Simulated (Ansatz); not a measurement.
# BrClH₄OSi₂: small, medium and large basis sets

How large a basis does BrClH₄OSi₂ need? Two functionals are run in growing sets.

Computed with Ansatz 0.2.0, Gaussian basis. Level: one geometry, several basis sets.

Plan: PBE0-D4/def2-SVP; ωB97M-V/def2-SVP; PBE0-D4/def2-QZVPP; ωB97M-V/def2-QZVPP; the functionals' def2-TZVPP values are taken from earlier runs.

## (1) The geometry

The geometry comes from an earlier relaxation with PBE0-D4 in a triple-zeta def2 set; it is a stationary point, not always the lowest conformer.

SMILES `O[Si]([SiH3])(Cl)Br`, 9 atoms, charge 0, spin multiplicity 1.

Atoms are counted from 1 here; the program's logs count them from 0.

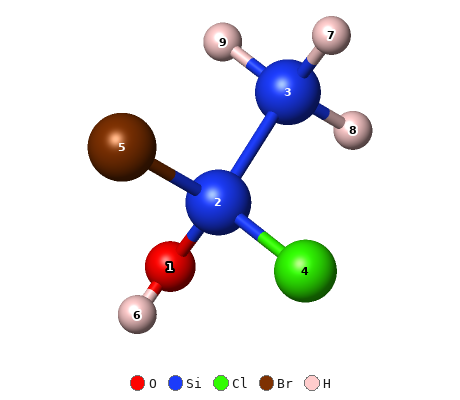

The geometry (oxygen red, silicon blue, chlorine green, bromine brown, hydrogen pink); atoms are numbered from 1 in the order of the file.

## (2) PBE0-D4 in def2-SVP

File in.yaml:

```yaml
crystal:
  periodic: [false, false, false]
  atoms:
    - {symbol: O, position_ang: [-1.878966, -0.446711, 0.158421]}
    - {symbol: Si, position_ang: [-0.504840, 0.348341, 0.519946]}
    - {symbol: Si, position_ang: [1.229538, -0.480161, -0.795265]}
    - {symbol: Cl, position_ang: [-0.066704, 0.133381, 2.516652]}
    - {symbol: Br, position_ang: [-0.771938, 2.528733, 0.163952]}
    - {symbol: H, position_ang: [-2.691713, -0.197955, 0.605090]}
    - {symbol: H, position_ang: [2.464817, 0.259394, -0.435004]}
    - {symbol: H, position_ang: [1.405836, -1.929579, -0.524162]}
    - {symbol: H, position_ang: [0.902472, -0.261642, -2.226729]}
basis:
  gaussian: {orbitals: def2-SVP}
hamiltonian: {xc: pbe0, dispersion: d4}
output: {orbitals: {seedname: orbitals}}
```

After this run come: ωB97M-V in def2-SVP; PBE0-D4 in def2-QZVPP; ωB97M-V in def2-QZVPP.

**Question.** What will the summary of the whole plan be? Wanted: PBE0-D4: double and triple zeta above quadruple; ωB97M-V: double and triple zeta above quadruple.

The runs gave:

| quantity | value |
| --- | --- |
| PBE0-D4: double and triple zeta above quadruple | 23.66, 2.45 eV |
| ωB97M-V: double and triple zeta above quadruple | 23.53, 2.34 eV |

In words: PBE0-D4 gains 21.20 eV from double to triple zeta, then 2.45 eV more. These are total energies; as a rule much of such shifts cancels in differences, which this series doesn't test. The LUMO of ωB97M-V is positive and keeps falling with the basis (1.78 to 1.17 eV): an unbound level that the basis holds in place.
